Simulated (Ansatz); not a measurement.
# V wire along [100], 5 atoms a period: bands along the axis, part 2 of 2

What gap, if any, does the V wire along [100], 5 atoms a period have, and how many channels would it open?

Ansatz 0.2.0; DFT PBE, plane waves, PAW; relaxation of a wire's period; PAW set soft_1 (the session's first sound run).

So far: Set-up; The relaxed wire.

### 2. The relaxed wire (continued)

The steps of the relaxation:

```tsv
step	energy less that of the first step (eV)	largest force component (eV/Å)	pressure (GPa)	volume (Å³)
1	0.0000	1.8261	-6.47	286.57
2	-1.6917	0.7185	-2.46	279.94
3	-1.7732	0.6355	1.71	276.46
4	-1.8726	0.0732	-0.36	276.26
5	-1.8748	0.0074	-0.14	275.44
6	-1.8750	0.0026	-0.09	274.98
7*	-1.8725	0.0033	-0.08	274.98
```

Relaxation steps marked * repeat the geometry before them on a plane-wave basis chosen anew for their cell, so energy and pressure can jump there.

Forces are held to the 16 operations that the run works with; a distortion that breaks them can't arise in this run.

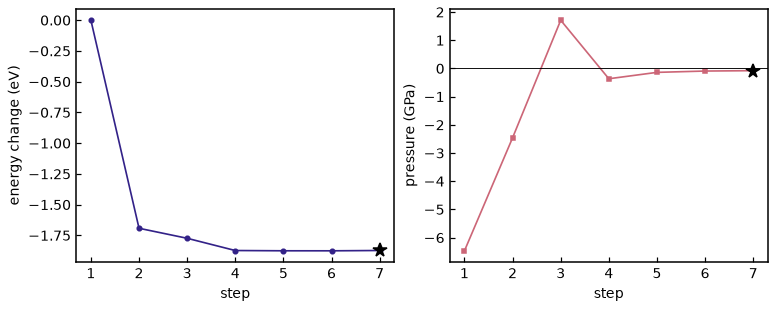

Energy and pressure along the relaxation. Stars mark steps on a basis chosen anew.

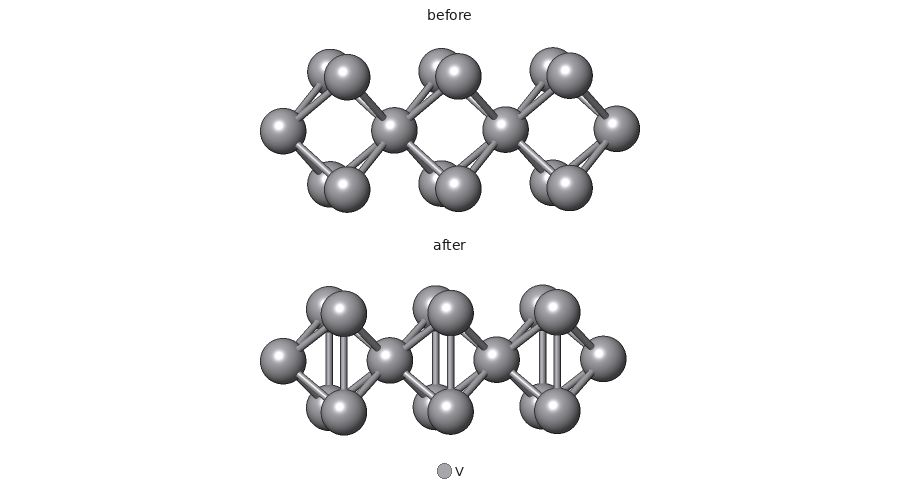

Before and after, at one scale.

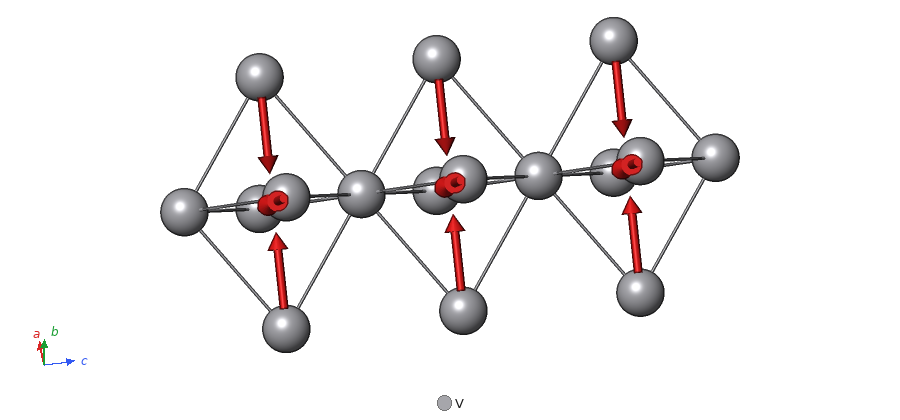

Displacements in the relaxation, exaggerated, measured against the changing cell; the longest in the cell stands for 0.26 Å. 1×1×3 cells are drawn. Some periodic images of atoms are drawn too.

```tsv
cell as run	before	after	change
c (Å)	2.990	2.869	-4.0 %
```

The atoms that moved most (Å, along periodic axes as changes of fractional coordinates times the final cell, across vacuum about the mean position):

```tsv
atom	dx	dy	dz	length
V2	0.184	0.184	0.000	0.260
V3	0.184	-0.184	0.000	0.260
V4	-0.184	0.184	0.000	0.260
V5	-0.184	-0.184	0.000	0.260
```

Final coordinates:

```xyz
5
Lattice="9.7900 0.0000 0.0000 0.0000 9.7900 0.0000 0.0000 0.0000 2.8691" Properties=species:S:1:pos:R:3
V     4.8950    4.8950    0.0000
V     3.5842    3.5842    1.4345
V     3.5842    6.2058    1.4345
V     6.2058    3.5842    1.4345
V     6.2058    6.2058    1.4345
```

This step gave:

```yaml
energy_at_zero_smearing: -14552.1303 eV
cell_length_along_the_wire: 2.869 Å
```

The cell's length comes to 2.869 Å with spin left out.

### 3. The perfect wire

This step: DFT PBE, plane waves, PAW; bands of a perfect wire; PAW set soft_1 (Ansatz 0.2.0).

At the relaxed period the bands are computed along the axis; those that cross an energy going forward count the channels that a perfect wire would open there.

Input file input.yaml:

```yaml
crystal:
  lattice:
    - [9.79, 0.0, 0.0]
    - [0.0, 9.79, 0.0]
    - [0.0, 0.0, 2.8690604506]
  atoms:
    - { symbol: V, position: [0.5, 0.5, 0.0] }
    - { symbol: V, position: [0.36610489, 0.36610489, 0.5] }
    - { symbol: V, position: [0.36610489, 0.63389511, 0.5] }
    - { symbol: V, position: [0.63389511, 0.36610489, 0.5] }
    - { symbol: V, position: [0.63389511, 0.63389511, 0.5] }
kpoints:
  mp_grid: { grid: [1, 1, 28] }
  band_path: { path: ["Γ", Z], npoints: 90 }
scf:
  occupations: { method: fermi_dirac, width: 0.05 }
hamiltonian:
  xc: pbe
  pseudopotentials: { kind: paw, azcp: { folder: soft_1 } }
output:
  dos: { e_range: [-5, 4] }
  write_potential: true
  write_density: true
  volumetric_format: npy
```

On the command line:

```console
$ ansatz run input.yaml --threads 4 --pin off --max-ram 16384MiB --backend cpu --events-out ev --progress --plain --runs-dir out
```

Numbers of over 12 decimals in the logs are rounded to 6 here.

The log of the run:

```text
[...]
Crystal: 5 atoms, lattice volume = 274.983 Å³
Basis set: ecut = 420 eV, 5349 PW (Γ)
Bands: 39, of which v1, the nominal top of the filled ones, is band 33 counted from 1 (32 counted from 0)
Symmetry: 16 space group operations
[...]
k-points: 15 of 28
[...]
SCF iter   1: F=—  HF=-14567.180532 eV  |F-HF|=—  |Δ(HF+E_count)|=         —  Δρ=1.12e-1  dr2=1.27e2  ethr=3.10e-3  ⟨swp⟩=7.6  Hψ=2508  notcnv=0
[...]
SCF iter  13: F=-14552.186931 eV  HF=-14552.186931 eV  |F-HF|=7.29e-8  |Δ(HF+E_count)|=   1.33e-7  Δρ=3.68e-6  dr2=3.24e-8  ethr=1.54e-10  ⟨swp⟩=8.7  Hψ=1936  notcnv=0
SCF 1 converged in 13 iterations: F = -14552.186931 eV  dr2 = 3.24e-8
[...]
NSCF: frozen V_eff on 91 k-points
WARN: The output density's exchange-correlation potential varies sharply where the density is thin. Do not read a vacuum level from v_tot or v_xc, or from such a field of the output density. On a cell that repeats whose density bears no net charge and no dipole along the vacuum's axis use v_es (v_loc + v_h of the components); under efield.dipole_correction with no amplitude use v_es + v_field, which holds any externa [...]
SCF converged after 13 iterations
Free energy (F): -14552.186931 eV
[...]
Internal energy: -14552.073707 eV  (E = F + TS)
E sigma→0 (E₀):  -14552.130319 eV
Entropy (-TS):   -0.113224 eV (-22.645 meV/atom)
Fermi energy:    1.883511 eV
[...]
--- Band table (eV; the first three rows and the last of 15) ---
  k-point 0: bands = [... 29 lower, 1.0685, 1.0685, 1.8287, 1.8287, 1.9883, 2.3058, 2.3058, 2.4598, ... 2 higher]
  k-point 1: bands = [... 29 lower, 1.1062, 1.1062, 1.8538, 1.8538, 1.9443, 2.3184, 2.3184, 2.3479, ... 2 higher]
  k-point 2: bands = [... 29 lower, 1.1763, 1.1763, 1.8355, 1.9199, 1.9199, 2.1635, 2.3570, 2.3570, ... 2 higher]
  k-point 14: bands = [... 29 lower, 1.3946, 1.8006, 1.8006, 2.1041, 2.1041, 2.2359, 2.7174, 3.3534, ... 2 higher]
```

Run time: 7.2 s. Hardware: 4 threads of AMD EPYC 9R14 (Zen 4), shared host; peak memory 0.86 GiB.

The column dr2 measures how far the density is from self-consistency, as an energy; F and HF (Harris–Foulkes) agree once it is small.

Numbers from this step:

```yaml
band_gap: 0 eV
```

Electronic bands along the path, in eV, zero at the Fermi level:

```tsv
point	band 30	band 31	band 32	band 33	band 34	band 35	band 36	band 37
Γ	-0.81	-0.81	-0.05	-0.05	0.10	0.42	0.42	0.58
Z	-0.49	-0.08	-0.08	0.22	0.22	0.35	0.83	1.47
```

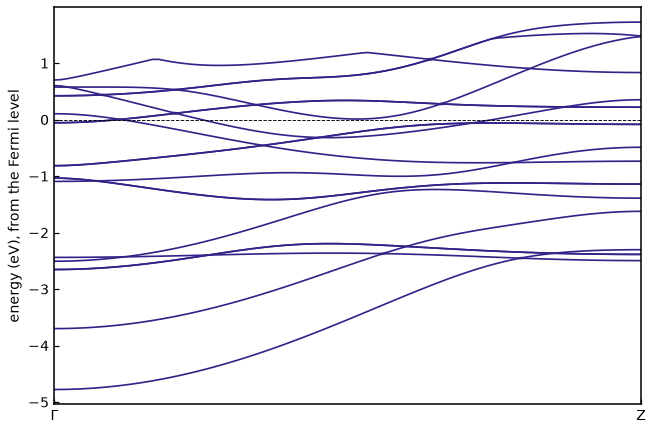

Electronic bands along the path.

Between Γ and Z the bands cross the Fermi level 5 times, so a perfect wire would conduct at least 5 G₀, with spin left out.

### 4. Results

```yaml
cell_length_pbe: 2.869 Å
ballistic_conductance_by_band_crossings_a_lower_bound_pbe: 5 G₀
```

**Reading.** Under PBE the cell's length is 2.87 Å, and the bands cross the Fermi level 5 times between Γ and Z, which gives a perfect wire at least 5 G₀ (opposite crossings within one step of the path cancel in such a count). No spin was allowed, though thin wires with open d shells can turn magnetic.

[Logs are printed without paths, hosts, clocks, repeated set-up lines and the standing remarks that a program may print on its own settings, such as how far it seeks lower states.]

[Hosts, paths, dates, database ids (printed as entryN), source tags and the programs' standing remarks are cut or masked in the printed files.]
